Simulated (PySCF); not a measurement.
# Two runs on C8H12O8Si

System: C8H12O8Si (Si(OAc)4), SMILES CC(=O)O[Si](OC(C)=O)(OC(C)=O)OC(C)=O.
Method of run 1: GIAO KT2/pcSseg-1 NMR shielding, non-relativistic, gas phase (PySCF 2.14.0).

The geometry comes from this level: PBE0-D3(BJ)/def2-SVP. Text and figures count atoms from 1; the logs count them from 0 in places.

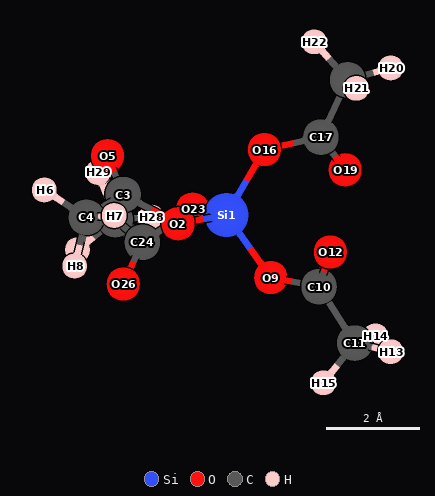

Fig. 1: The structure (ball-and-stick view, seen at a tilt; atoms are numbered from 1 in the order of the input). Bond lengths as drawn: C–C 1.49 Å, C–H 1.10 Å, C–O 1.20 to 1.35 Å and O–Si 1.66 Å.

### Input, run 1
```
{"job": {"kind": "nmr", "xc": "KT2", "basis": "pcSseg-1", "pop": false}, "charge": 0, "multiplicity": 1}
Si    -0.003335    -0.019497    -0.027352
O     -0.151465     0.146813     1.620268
C     -1.182304    -0.355956     2.339050
C     -0.958648    -0.202545     3.807510
O     -2.134091    -0.867141     1.816955
H     -1.847307    -0.530201     4.357433
H     -0.714168     0.842219     4.045048
H     -0.090363    -0.814981     4.093856
O      1.610358     0.150767    -0.387355
C      2.237770     1.348799    -0.451385
C      3.639273     1.211473    -0.947449
O      1.688772     2.371904    -0.148152
H      4.150211     2.178923    -0.900266
H      3.608162     0.850243    -1.986458
H      4.175227     0.456277    -0.355474
O     -0.989766     1.125192    -0.717193
C     -0.805778     1.639140    -1.957091
C     -1.700076     2.808327    -2.207170
O      0.001166     1.187189    -2.720781
H     -1.615090     3.129062    -3.250846
H     -1.394485     3.625482    -1.536184
H     -2.738981     2.551401    -1.958111
O     -0.484556    -1.496629    -0.615778
C     -0.254108    -2.668428     0.023446
C     -1.007240    -3.794966    -0.603197
O      0.464758    -2.739832     0.981390
H     -0.729857    -4.742037    -0.128349
H     -0.809969    -3.826074    -1.683912
H     -2.083661    -3.607134    -0.471904
```

The first line tells a small driver script what to run in PySCF; the rest is the geometry in Å.

Launched with:
```bash
OMP_NUM_THREADS=2 python <driver script> task.json out
```

Hardware: 2 CPU threads, shared host.

### Output, shortened to warnings, some set-up lines, iterations and results (run 1)
```
coarse grid: 26440 points
[...]
cycle   1  E = -1219.0177471915  dE =  3.212e+00  |g| = 2.111e+00  |ddm| = 5.056e+00
cycle   2  E = -1216.0628535013  dE =  2.955e+00  |g| = 4.277e+00  |ddm| = 4.911e+00
cycle   3  E = -1219.6248361504  dE = -3.562e+00  |g| = 1.016e+00  |ddm| = 4.102e+00
cycle   4  E = -1219.8284285414  dE = -2.036e-01  |g| = 2.559e-01  |ddm| = 8.564e-01
cycle   5  E = -1219.8376075797  dE = -9.179e-03  |g| = 1.003e-01  |ddm| = 1.977e-01
[... 7 lines ...]
cycle  13  E = -1220.1728420134  dE = -1.062e-06  |g| = 7.334e-04  |ddm| = 2.276e-03
cycle  14  E = -1220.1728420931  dE = -7.972e-08  |g| = 3.500e-04  |ddm| = 6.998e-04
cycle  15  E = -1220.1728421171  dE = -2.401e-08  |g| = 7.210e-05  |ddm| = 3.036e-04
cycle  16  E = -1220.1728421179  dE = -7.740e-10  |g| = 3.496e-05  |ddm| = 6.068e-05
cycle  17  E = -1220.1728421181  dE = -2.310e-10  |g| = 3.668e-06  |ddm| = 2.697e-05
converged SCF energy = -1220.1728421181

GIAO shielding tensors (ppm)
atom      isotropic    diamagn.    paramagn.     s11        s22        s33       span
  0 Si     444.497     897.070    -452.573    439.572    446.793    447.127      7.554
  1 O       99.252     413.326    -314.074    -17.985    120.258    195.483    213.469
  2 C       20.210     253.467    -233.258    -77.919     67.588     70.959    148.878
  3 C      161.869     251.929     -90.060    140.158    153.516    191.932     51.774
  4 O     -113.478     409.604    -523.081   -337.065   -210.615    207.247    544.311
  5 H       29.600      26.540       3.060     25.525     27.712     35.563     10.039
  6 H       29.039      30.066      -1.028     25.005     28.542     33.569      8.564
  7 H       28.847      29.889      -1.042     25.176     28.360     33.005      7.828
  8 O       98.176     413.173    -314.997    -19.415    119.146    194.797    214.212
  9 C       20.054     253.636    -233.583    -78.089     67.624     70.626    148.715
 10 C      161.892     251.916     -90.024    140.320    153.411    191.945     51.625
 11 O     -113.545     409.804    -523.349   -336.360   -211.016    206.742    543.102
 12 H       29.603      26.549       3.054     25.532     27.711     35.566     10.034
 13 H       28.840      29.772      -0.932     25.167     28.336     33.018      7.851
 14 H       29.030      30.009      -0.979     24.999     28.530     33.562      8.562
 15 O       98.973     413.237    -314.264    -17.249    119.436    194.732    211.981
 16 C       20.388     253.245    -232.858    -78.180     67.352     71.992    150.172
 17 C      161.831     251.957     -90.126    140.191    153.438    191.864     51.673
 18 O     -114.231     409.396    -523.627   -337.751   -211.878    206.935    544.686
 19 H       29.601      26.437       3.163     25.538     27.681     35.582     10.044
 20 H       28.825      29.973      -1.148     25.167     28.391     32.918      7.751
 21 H       29.051      30.000      -0.949     24.996     28.572     33.586      8.590
 22 O       98.379     413.091    -314.712    -18.187    118.736    194.590    212.777
 23 C       20.127     253.465    -233.339    -78.394     67.522     71.251    149.645
 24 C      161.839     251.908     -90.069    140.334    153.308    191.874     51.540
 25 O     -114.704     409.611    -524.315   -337.591   -212.704    206.184    543.776
 26 H       29.604      26.454       3.150     25.543     27.687     35.581     10.038
 27 H       29.036      29.832      -0.796     25.019     28.485     33.603      8.584
 28 H       28.822      29.967      -1.145     25.129     28.431     32.905      7.776
```

For run 2 the input was changed thus:
```diff
-"xc": "KT2"
+"xc": "PBE0"
-"pop": false
```

How does run 2 compare with run 1?

The total energies belong to different methods, so their difference says nothing on which is more stable or more accurate. The HOMO goes from −6.75 to −8.31 eV. The LUMO goes from −1.39 to −0.33 eV. Of all shieldings, the largest change is that of O19 and O26, by −24.4 ppm. The functional changes from KT2 to PBE0. Exact exchange removes part of the self-interaction error of semilocal functionals, which pushes filled and empty levels apart. The SCF takes 14 iterations against 17.

### Output, shortened to warnings, some set-up lines, iterations and results (run 2)
```
coarse grid: 26440 points
[...]
cycle   1  E = -1201.6308963921  dE =  3.295e+00  |g| = 1.802e+00  |ddm| = 5.003e+00
cycle   2  E = -1200.5314893965  dE =  1.099e+00  |g| = 3.053e+00  |ddm| = 3.016e+00
cycle   3  E = -1202.1751459072  dE = -1.644e+00  |g| = 5.023e-01  |ddm| = 2.157e+00
cycle   4  E = -1202.2201993452  dE = -4.505e-02  |g| = 1.184e-01  |ddm| = 3.717e-01
cycle   5  E = -1202.2222347694  dE = -2.035e-03  |g| = 3.729e-02  |ddm| = 8.051e-02
cycle   6  E = -1202.2225444037  dE = -3.096e-04  |g| = 6.761e-03  |ddm| = 2.945e-02
cycle   7  E = -1202.2225539088  dE = -9.505e-06  |g| = 1.313e-03  |ddm| = 6.176e-03
cycle   8  E = -1202.4038013815  dE = -1.656e-05  |g| = 2.284e-02  |ddm| = 3.202e-02
cycle   9  E = -1202.4036499218  dE =  1.515e-04  |g| = 3.700e-02  |ddm| = 3.309e-02
cycle  10  E = -1202.4038898643  dE = -2.399e-04  |g| = 4.354e-03  |ddm| = 2.175e-02
cycle  11  E = -1202.4038932340  dE = -3.370e-06  |g| = 4.355e-04  |ddm| = 2.717e-03
cycle  12  E = -1202.4038932648  dE = -3.090e-08  |g| = 1.584e-04  |ddm| = 3.626e-04
cycle  13  E = -1202.4038932702  dE = -5.369e-09  |g| = 3.547e-05  |ddm| = 1.321e-04
cycle  14  E = -1202.4038932704  dE = -1.505e-10  |g| = 2.296e-05  |ddm| = 3.639e-05
converged SCF energy = -1202.4038932704

GIAO shielding tensors (ppm)
atom      isotropic    diamagn.    paramagn.     s11        s22        s33       span
  0 Si     438.545     893.673    -455.127    434.758    440.293    440.585      5.827
  1 O      109.365     413.051    -303.686    -20.728    139.888    208.933    229.661
  2 C        9.978     251.839    -241.861   -101.508     61.230     70.214    171.722
  3 C      161.567     250.709     -89.142    140.565    151.596    192.541     51.976
  4 O     -137.817     408.368    -546.185   -398.944   -249.397    234.890    633.834
  5 H       29.579      26.612       2.967     25.373     27.699     35.665     10.292
  6 H       29.106      29.690      -0.584     25.043     28.572     33.705      8.662
  7 H       28.924      29.482      -0.559     25.220     28.367     33.183      7.963
  8 O      108.419     412.890    -304.471    -21.938    138.853    208.341    230.278
  9 C        9.812     251.986    -242.174   -101.692     60.892     70.236    171.928
 10 C      161.592     250.702     -89.110    140.727    151.495    192.554     51.827
 11 O     -137.817     408.567    -546.385   -398.086   -249.812    234.445    632.531
 12 H       29.581      26.614       2.967     25.379     27.698     35.667     10.288
 13 H       28.914      29.376      -0.463     25.208     28.339     33.194      7.987
 14 H       29.097      29.637      -0.540     25.036     28.558     33.697      8.661
 15 O      109.251     412.970    -303.718    -19.790    138.931    208.612    228.402
 16 C       10.168     251.618    -241.451   -101.818     62.354     69.967    171.785
 17 C      161.537     250.748     -89.211    140.593    151.537    192.481     51.888
 18 O     -138.658     408.155    -546.813   -399.754   -250.871    234.650    634.403
 19 H       29.580      26.519       3.062     25.388     27.669     35.684     10.296
 20 H       28.900      29.548      -0.648     25.205     28.393     33.101      7.896
 21 H       29.118      29.638      -0.520     25.034     28.606     33.715      8.681
 22 O      108.711     412.809    -304.098    -20.596    138.326    208.402    228.998
 23 C        9.883     251.811    -241.928   -102.055     61.565     70.139    172.194
 24 C      161.545     250.705     -89.160    140.747    151.394    192.494     51.747
 25 O     -139.074     408.368    -547.442   -399.565   -251.637    233.981    633.545
 26 H       29.583      26.527       3.056     25.393     27.675     35.681     10.288
 27 H       29.104      29.486      -0.382     25.056     28.516     33.739      8.683
 28 H       28.895      29.541      -0.647     25.168     28.434     33.082      7.915
```

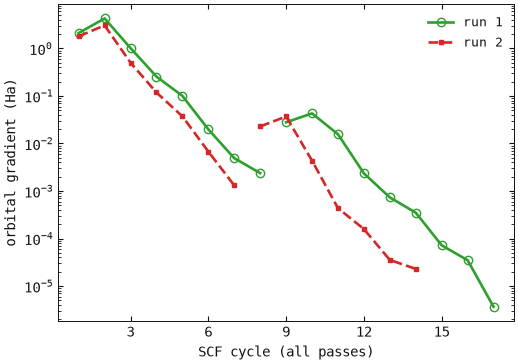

Fig. 2: Convergence of the two runs: orbital gradient against the SCF cycle. A break in a curve parts two SCF passes (coarse and final grid). Run 1 takes 17 cycles in all, and run 2 takes 14.

### The two runs side by side

| quantity | run 1 | run 2 |
| --- | --- | --- |
| outcome | converged | converged |
| total energy (hartree) | −1220.172842 | −1202.403893 |
| HOMO (eV) | −6.75 | −8.31 |
| LUMO (eV) | −1.39 | −0.33 |
| dipole moment (D) | 0.14 | 0.15 |
| shielding of O5 (ppm) | −113.5 | −137.8 |
| shielding of O12 (ppm) | −113.5 | −137.8 |
| shielding of O16 (ppm) | 99.0 | 109.3 |
| shielding of O19 (ppm) | −114.2 | −138.7 |
| shielding of O23 (ppm) | 98.4 | 108.7 |
| shielding of C24 (ppm) | 20.1 | 9.9 |
| shielding of O26 (ppm) | −114.7 | −139.1 |
| SCF iterations | 17 | 14 |
| basis functions | 356 | 356 |
| wall time (shared host) | 3.9 min | 3.5 min |
